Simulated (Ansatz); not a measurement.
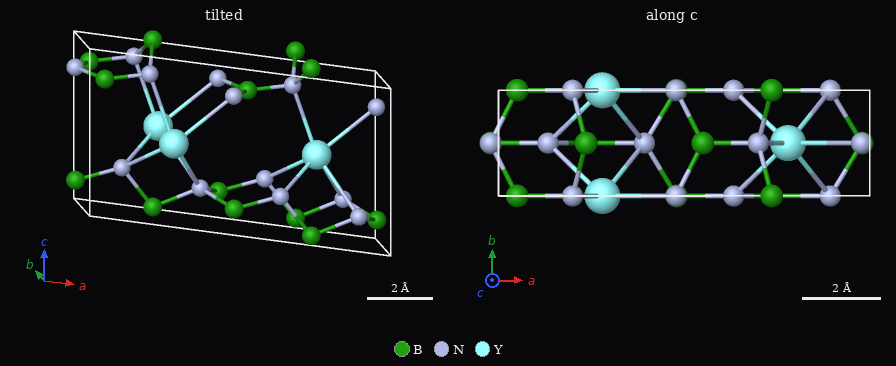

We look at a ball-and-stick model of the crystal slightly off an axis and along the c axis. The edges of the conventional unit cell are marked.

YB3N4, space group Cm (No. 8), a = 9.687 Å, b = 2.717 Å, c = 5.327 Å, α = 90.00°, β = 99.73°, γ = 90.00°. The structure comes from a structure type filled with these elements by a generator (whether the compound takes this form wasn't checked). Earlier steps of the study, as a rule a relaxation of our own, may have changed the cell and positions, so they can lie some per cent off the listed ones. Ansatz was used for an electronic-structure calculation on it.

This one geometry was computed with Ansatz (DFT, plane waves, PAW) at four levels of theory: HSE06, PBE with spin-orbit coupling, PBE and r2SCAN. It was relaxed beforehand with r2SCAN.

**Which level gives the highest pressure at this volume, and what does that say about its equilibrium volume?**

Highest: PBE with spin-orbit coupling (3.0 GPa) and PBE (3.0 GPa), which points to the largest equilibrium volume. Lowest, with the smallest volume: HSE06 (-2.7 GPa). Levels within 0.5 GPa of each other can't be told apart.

**How does the band gap change with the level of theory?**

PBE: a gap of 0.14 eV, indirect; PBE with spin-orbit coupling: a gap of 0.15 eV, indirect; r2SCAN: a gap of 0.49 eV, indirect; HSE06: a gap of 1.31 eV, indirect.

**Collect the results in a table.**

| level | cutoff (eV) | k-mesh of the run's cell | gap (eV) | pressure (GPa) |
| --- | --- | --- | --- | --- |
| HSE06 | 420 | 6×6×4 | 1.31 | -2.7 |
| PBE with spin-orbit coupling | 420 | 10×10×6 | 0.15 | 3.0 |
| PBE | 420 | 10×10×6 | 0.14 | 3.0 |
| r2SCAN | 500 | 10×10×6 | 0.49 | 0.0 |

Gaps are taken on the k-mesh or band path of each run.
